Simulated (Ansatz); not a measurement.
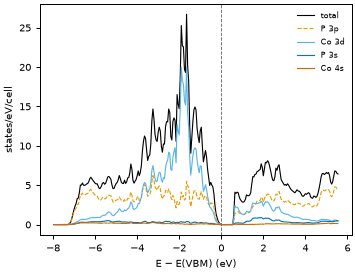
Total and projected density of states of CoP₂ in space group P2_1/c (No. 14; Co on 4e, P on 4e, P on 4e), r²SCAN in the plane-wave PAW code Ansatz

**Question.** Which orbitals carry the states next to the gap?

**Answer.** Top 1 eV of the valence band: Co 3d 51 %, P 3p 42 %. Bottom 1 eV of the conduction band: Co 3d 47 %, P 3p 41 %, P 3s 9 %. Projections are on Löwdin-orthogonalised atomic valence shells; empty p or d shells of many metals are not among them.

**Question.** Where is the tallest occupied peak in this window, and what makes it?

**Answer.** Near -1.6 eV, about 27 states/eV per cell; the largest projected share is Co 3d.

The workflow started from a Materials Project entry (that database holds measured and hypothetical structures alike); the Crystallography Open Database copy checked does not list it. Its standing as an ambient phase is unchecked. Symmetry was held in the r²SCAN relaxation; its stability against distortions is not shown here. No spin polarisation was allowed.

Potentials: the later of the program's two PAW sets.
